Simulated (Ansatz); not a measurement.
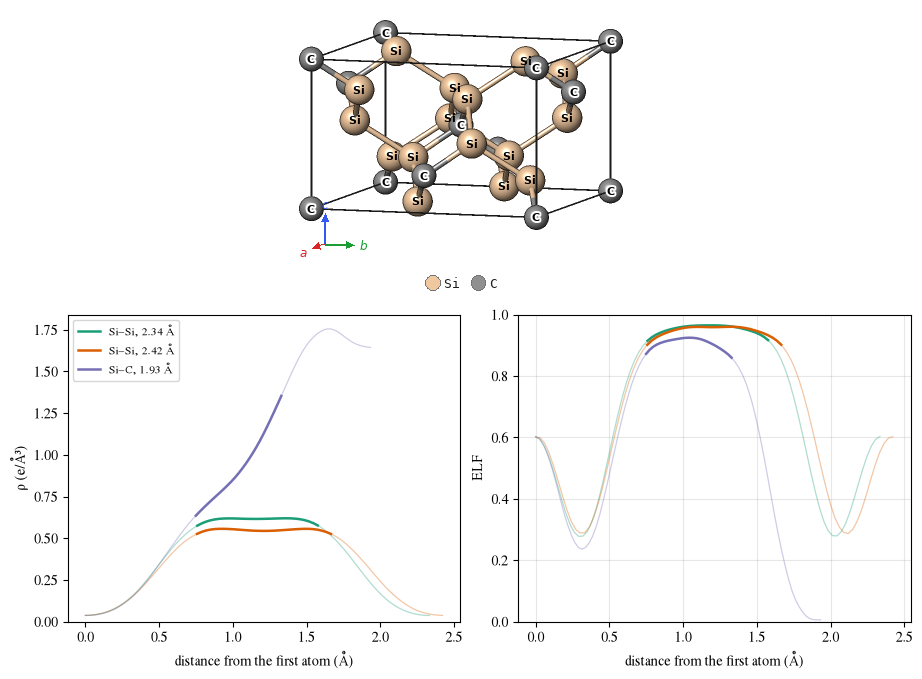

The picture shows: Si₄C. Valence charge density (pseudo) and electron localisation function along straight lines between neighbouring atoms. Thin, pale parts lie inside the atomic spheres. The structure is drawn too.

Space group I4₁/a; a generated structure, not necessarily the stable one.

Level of theory: DFT r2SCAN, scalar-relativistic, plane waves, PAW in Ansatz.

Core electrons are frozen (PAW), and the valence fields are smoothed inside the atomic spheres.

Input file:

```
crystal:
  lattice:
    - [-3.9709595635, 3.9709595635, 2.5252765581]
    - [3.9709595635, -3.9709595635, 2.5252765581]
    - [3.9709595635, 3.9709595635, -2.5252765581]
  atoms:
    - { symbol: Si, position: [0.2983167149, 0.0266729345, 0.9050076045] }
    - { symbol: Si, position: [0.6066908897, 0.7016832851, 0.7283562197] }
    - { symbol: Si, position: [0.62833467, 0.8566908897, 0.4050076045] }
    - { symbol: Si, position: [0.12166533, 0.3933091103, 0.0949923955] }
    - { symbol: Si, position: [0.1433091103, 0.5483167149, 0.7716437803] }
    - { symbol: Si, position: [0.9733270655, 0.87833467, 0.2716437803] }
    - { symbol: Si, position: [0.4516832851, 0.2233270655, 0.5949923955] }
    - { symbol: Si, position: [0.7766729345, 0.37166533, 0.2283562197] }
    - { symbol: C, position: [0.0, 0.0, 0.0] }
    - { symbol: C, position: [0.75, 0.25, 0.5] }
basis:
  ecutwfc: 500
kpoints:
  mp_grid: { grid: [6, 6, 6] }
  band_path:
    path:
      - [[0.0, 0.0, 0.0], [-0.5, 0.5, 0.0], [-0.5, 0.5, 0.5], [0.0, 0.0, 0.0], [-0.35110368, -0.35110368, 0.35110368]]
      - [[-0.64889632, 0.35110368, 0.64889632], [-0.5, 0.5, 0.5]]
      - [[-0.5, 0.5, 0.0], [-0.75, 0.25, 0.25], [-0.5, 0.0, 0.5], [0.0, 0.0, 0.0]]
    npoints: 14
hamiltonian:
  xc: r2scan
scf:
  occupations: { method: gaussian, width: 0.02 }
  n_extra_bands: 25
output:
  forces: true
  stress: true
  eigenvalues: true
  populations: true
  dos: { projected: true, de: 0.02, nscf_kmesh: { grid: [9, 9, 9] } }
  bader: true
  write_density: true
  write_potential: true
  elf: true
  volumetric_format: npy
```

Launched as:

```sh
ansatz run input.yaml --threads 1 --pin off --max-ram 2560MiB --backend cpu --events-out ev --progress --plain --runs-dir out
```

Below, planes, directions and counts refer to the conventional cell (a = 7.94 Å, b = 7.94 Å, c = 5.05 Å, α = 90.00°, β = 90.00°, γ = 90.00°).

### What kind of bonding do the profiles show?

Si–Si (2.34 Å): ρ is about 0.62 e/Å³ halfway; the ELF peaks at about 0.95 between the atoms: a shared electron pair.
Si–Si (2.42 Å): the density is about 0.54 e/Å³ at the midpoint; the ELF peaks at about 0.95 between the atoms; a shared electron pair.
Si–C (1.93 Å): ρ at the midpoint is about 0.82 e/Å³; the ELF peaks at about 0.90 between the atoms; a shared electron pair.
